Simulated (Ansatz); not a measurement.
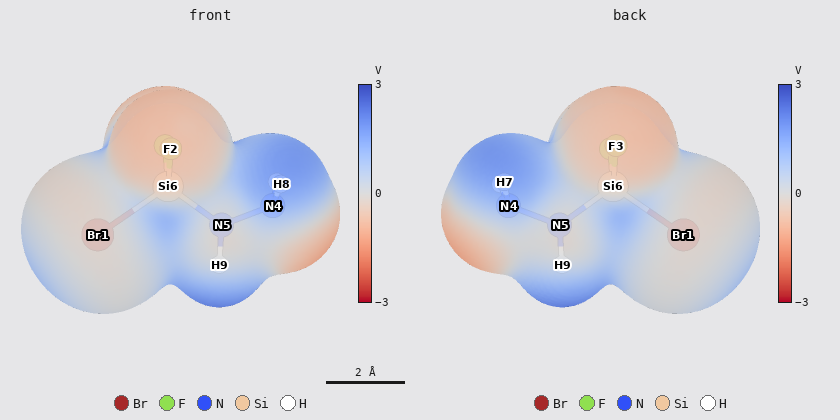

Figure 1: BrF2H3N2Si (SMILES NN[Si](F)(F)Br). The molecular electrostatic potential painted on the density surface at 0.002 e/bohr³, seen from the front and from behind; the colour scale runs from red (negative) to blue (positive).

Geometry: PBE-D3(BJ)/def2-SVP.

All numbers below come from isolated molecule in a Gaussian basis; Kohn-Sham density functional theory, functional PBE0 (Ansatz 0.2.0).

```xyz
9

Br   -0.4840    4.4320   -0.8272
F     0.6685    2.9736    1.7352
F     1.7050    2.1766   -0.4498
N    -0.6831    0.0994    0.6580
N    -0.8767    1.3829    0.0990
Si    0.2802    2.6326    0.1917
H     0.1490   -0.3451    0.2460
H    -0.5288    0.1744    1.6730
H    -1.7762    1.5016   -0.3723
```

Describe the electrostatic potential map.

The most negative region (about −1.1 V, or −25 kcal/mol for a unit charge) lies over N4, the most positive (about +2.1 V, or +48 kcal/mol for a unit charge) over H9. Br1 shows a σ-hole: about +0.9 V, or +21 kcal/mol for a unit charge at the tip opposite its bond, against about −0.1 V on its flanks. N4 is the likeliest acceptor of a hydrogen bond.
